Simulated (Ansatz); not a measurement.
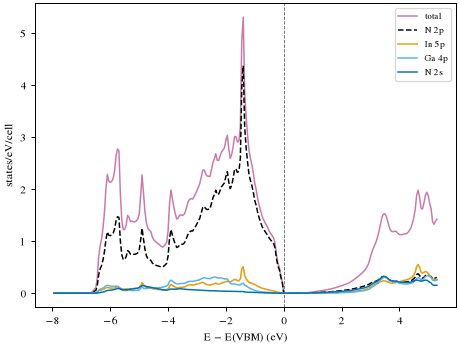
*Total and projected density of states of InGaN₂ in space group P3m1 (No. 156; In on 1a, Ga on 1c, N on 1c, N on 1a), plane-wave PAW PBEsol (Ansatz code)*

### Question
Which orbitals carry the states next to the gap?

### Answer
Top 1 eV of the valence band: N 2p 87 %, In 5p 6 %. Bottom 1 eV of the conduction band: N 2p 32 %, N 2s 28 %, In 5s 16 %, Ga 4s 15 %, In 5p 5 %. Projections are on Löwdin-orthogonalised atomic valence shells; empty p or d shells of many metals are not among them.

### Question
Where is the tallest occupied peak in this window, and what makes it?

### Answer
Near -1.4 eV, about 5.3 states/eV per cell; the largest projected share is N 2p.

The workflow started from a Materials Project entry (that database holds measured and hypothetical structures alike); the Crystallography Open Database copy checked does not list it. With In and Ga taken as one species the cell has the higher symmetry P6_3mc, so it may be an ordered model of a mixed-site phase. Whether it is the stable phase at ambient conditions was not checked. Symmetry was held in the PBEsol relaxation; of distortions, only those at the zone centre were tested. Scalar-relativistic: spin–orbit coupling is off unless named, which matters more the heavier the elements.

Potentials: the later of the program's two PAW sets.
